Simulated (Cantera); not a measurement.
Charge: 1 mol SiCl4, 2.2 mol HCl, a varied amount of H2, held at 800 °C and 0.780 bar.

Method: chemical equilibrium by Gibbs-energy minimisation in Cantera with the NASA 1993 tables (ideal gas, pure condensed phases). Candidate condensed phases: Si; 19 gas species. The tables' values for SiCl3 are old estimates; treat these amounts as uncertain. Equilibrium is a limit: real reactors are often held back by kinetics, nucleation or transport.

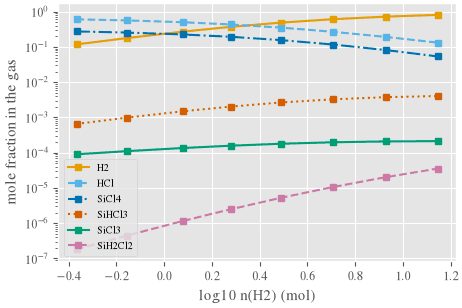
Figure: Equilibrium gas composition (values under 1e-9 drawn at 1e-9)

Question: Read off the mole fractions at 8.5 mol H2.

Answer: H2 about 0.72, HCl about 0.19, SiCl4 about 0.081, SiHCl3 about 0.0038, SiCl3 about 0.00021, SiH2Cl2 about 2.0e-5.
